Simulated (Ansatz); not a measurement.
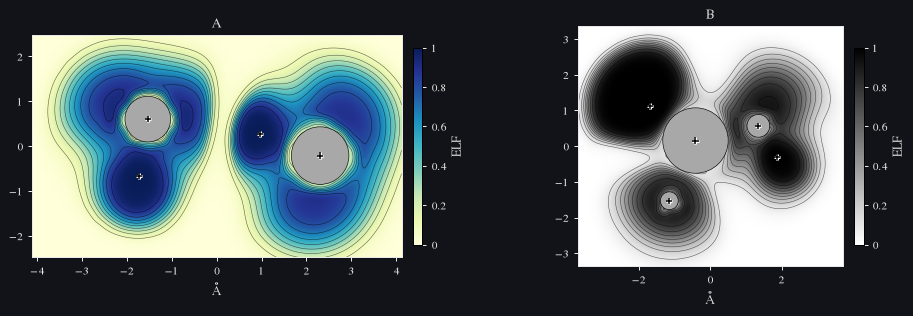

The electron localisation function of 2 systems, each on a plane through atoms (crosses mark nuclei in the plane; grey discs cover the cores).

Computed with RKS PBE0-D4/def2-TZVPPD in Ansatz.

System 1: HCl···HBr (SMILES Cl.Br), the molecular plane. Geometry: PBE0-D4/def2-TZVP.

```xyz
4

Cl    0.0227    0.5692   -1.5460
H     0.2939   -0.6722   -1.7041
Br   -0.1718   -0.1754    2.3015
H    -0.1448    0.2785    0.9488
```

System 2: FGaH2N (SMILES [NH-][GaH][F]) (charge −1), the molecular plane. A point of a scan, not a minimum; geometry: constrained relaxation at PBE0-D4/def2-TZVP; not at a stationary point (largest force 0.9 eV/Å).

```xyz
5

N    -0.9197   -1.1095    0.0716
Ga    0.4254    0.0981    0.1405
F     0.4161    1.7945   -0.5722
H    -1.6985   -0.6830   -0.4398
H     1.8642   -0.0221    0.8045
```

### Which map belongs to which system?

Panel A is system 1, HCl···HBr: the plane holds Cl, H and Br. Cl1···H4 (2.52 Å): the ELF dips to about 0.05 between them. Panel B is system 2, FGaH2N: the plane holds N, Ga, F and H. Ga–N (1.81 Å): the ELF peaks at about 0.80 in the valence shell of N, 0.6 Å from its nucleus, and is about 0.35 at the midpoint.
